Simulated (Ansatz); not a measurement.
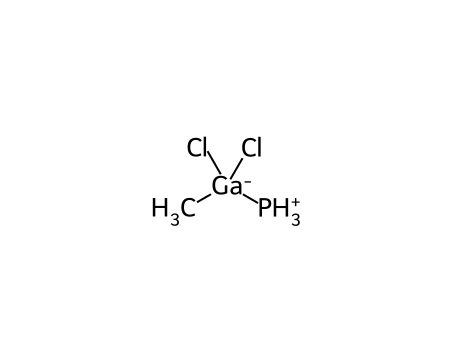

2D structure.

Give its SMILES.

Answer. [CH3][Ga-]([PH3+])([Cl])[Cl]

What is the molecular formula?

Answer. CH6Cl2GaP.

An optimisation with PBE0-D4/def2-TZVP gave a structure of which point group?

Answer. Cs.

More results for the same structure follow; atom numbers are the same in all pictures, views and colours differ. The geometry was computed by an optimisation with PBE0-D4/def2-TZVP.

**Geometry**

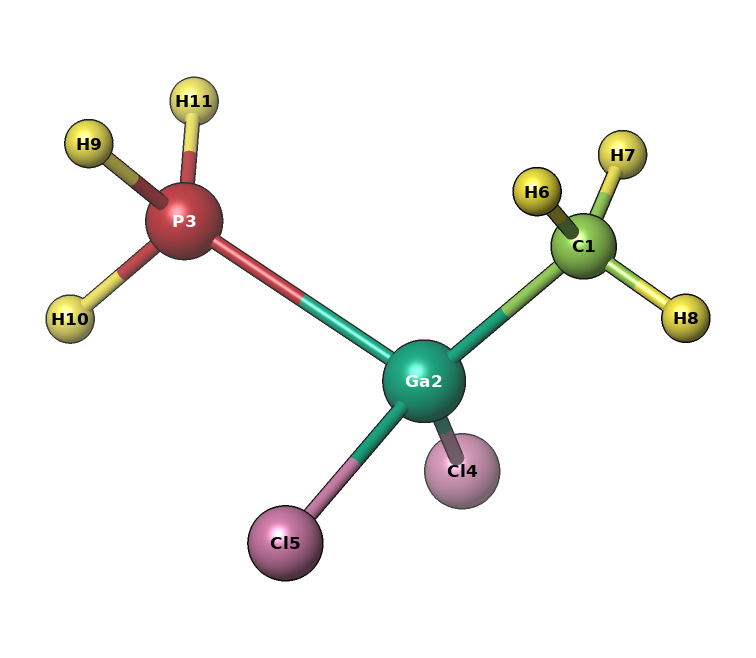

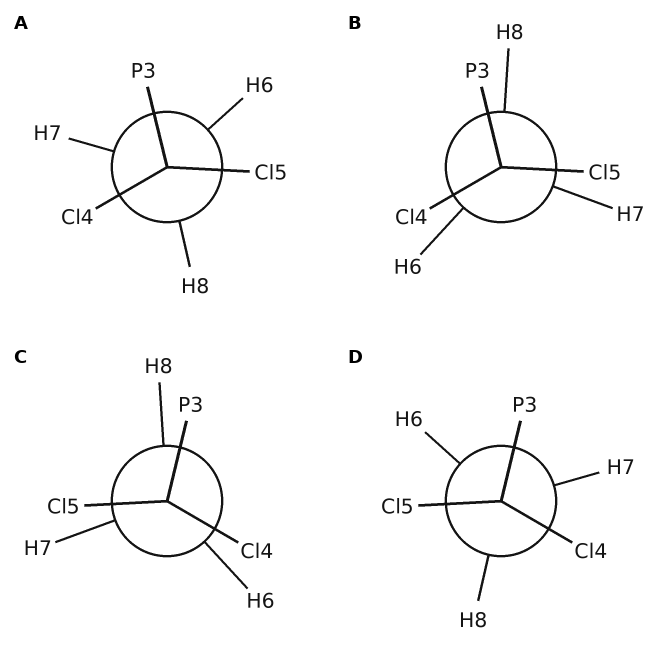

Depth is shown by fading: the farther an atom, the more it takes the colour of the background. Bonds that would overlap in a projection are set slightly apart.

Which Newman projection shows the view along Ga2–C1, with Ga2 in front?

Answer. A. The torsion angle Cl4–Ga2–C1–H6 is 168°, antiperiplanar (anti).

**Levels of theory compared**

Program: Ansatz 0.2.0.

Compare HOMO energy (eV), HOMO–LUMO gap (eV) at these levels: B3LYP-D4/def2-TZVPP; BLYP-D4/def2-TZVPP; CAM-B3LYP-D4/def2-TZVPP; HSE06 (plane-wave form)-D4/def2-TZVPP; PBE0-D4/def2-SVP; PBE0-D4/def2-TZVPP; SPW92 (LDA)/def2-TZVPP; r2SCAN-D4/def2-TZVPP; r2SCAN0-D4/def2-TZVPP; revPBE-D4/def2-TZVPP; ωB97M-V/def2-QZVPP; ωB97X-V/def2-TZVPP.

```
                                level  HOMO energy (eV)  HOMO–LUMO gap (eV)
                  B3LYP-D4/def2-TZVPP             −7.77                7.01
                   BLYP-D4/def2-TZVPP             −6.59                5.28
              CAM-B3LYP-D4/def2-TZVPP             −9.33                9.87
HSE06 (plane-wave form)-D4/def2-TZVPP             −7.61                6.69
                     PBE0-D4/def2-SVP             −7.84                7.69
                   PBE0-D4/def2-TZVPP             −8.01                7.46
               SPW92 (LDA)/def2-TZVPP             −6.88                5.29
                 r2SCAN-D4/def2-TZVPP             −7.03                5.85
                r2SCAN0-D4/def2-TZVPP             −8.21                7.82
                 revPBE-D4/def2-TZVPP             −6.68                5.32
                   ωB97M-V/def2-QZVPP            −10.24               11.08
                   ωB97X-V/def2-TZVPP            −10.33               11.89
```

**Charges**

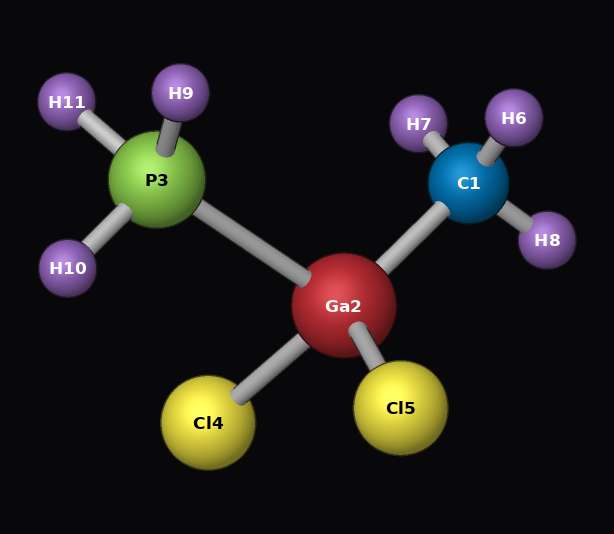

The questions are on Mulliken charges. Level of theory: RKS B3LYP-D4/def2-TZVPP (Ansatz 0.2.0).

Which atom carries the highest charge (most positive or least negative)?

Answer. Ga2 (0.52 e).

And the lowest?

Answer. C1 (−0.38 e).

List the Mulliken charges.

| atom | value (e) |
| --- | --- |
| C1 | −0.38 |
| Ga2 | 0.52 |
| P3 | 0.00 |
| Cl4 | −0.34 |
| Cl5 | −0.34 |
| H6 | 0.10 |
| H7 | 0.10 |
| H8 | 0.11 |
| H9 | 0.07 |
| H10 | 0.09 |
| H11 | 0.07 |

**Dipole moment**

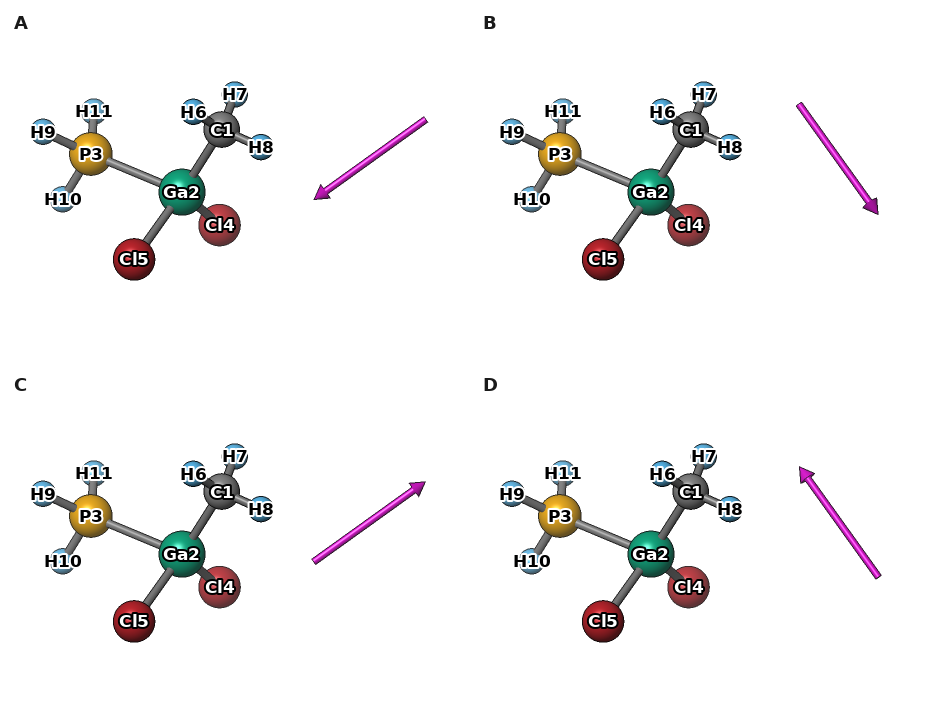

The same molecule four times, each with an arrow. Level of theory: RKS PBE-D4/def2-TZVPP (Ansatz 0.2.0).

Which arrow points along the dipole moment, from the negative to the positive end?

Answer. D. The dipole moment is 4.99 D; it points from the side of Cl4, Cl5 to the side of H9, H11 (the outermost atoms at the two ends).

Mulliken values depend strongly on the basis set and can even reverse the polarity of a bond.
